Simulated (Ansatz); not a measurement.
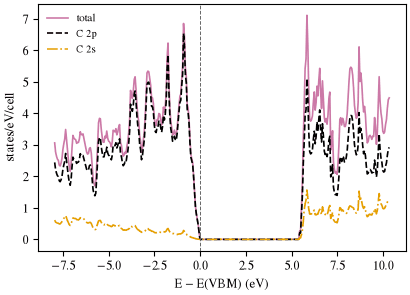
Figure: Total and projected density of states of C in space group P4_32_12 (No. 96; C on 4a, C on 8b), r²SCAN in the plane-wave PAW code Ansatz

Q: Which orbitals carry the states next to the gap?

A: Top 1 eV of the valence band: C 2p 96 %. Bottom 1 eV of the conduction band: C 2p 73 %, C 2s 20 %, outside the projected shells 7 %. Projections are on Löwdin-orthogonalised atomic valence shells; empty p or d shells of many metals are not among them.

Q: Where is the tallest occupied peak in this window, and what makes it?

A: Near -0.9 eV, about 6.9 states/eV per cell; the largest projected share is C 2p.

The start of the workflow was typed in or built on a structure type; neither database checked (COD, Materials Project) lists it. It is not the phase usual at ambient conditions (space group No. 194, 227). The r²SCAN relaxation kept the symmetry of its start; whether a distortion lowers the energy is not shown.

Potentials: the earlier of the program's two PAW sets.
